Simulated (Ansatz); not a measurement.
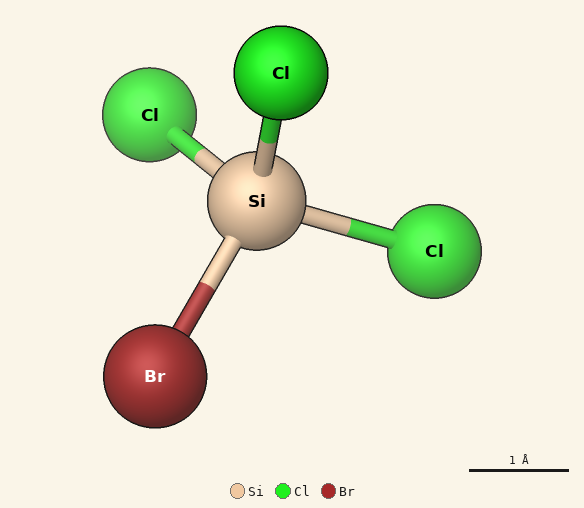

Depth is shown by fading: the farther an atom, the more it takes the colour of the background. Computed geometry: PBE0-D4/def2-TZVP optimisation. Masses are those of the most abundant isotopes; constants are for the rigid equilibrium geometry.

Q: Classify the rotor and give the rotational constants (cm⁻¹).

A: A prolate symmetric top (C3v): A = 0.0443, B = C = 0.0297 cm⁻¹.
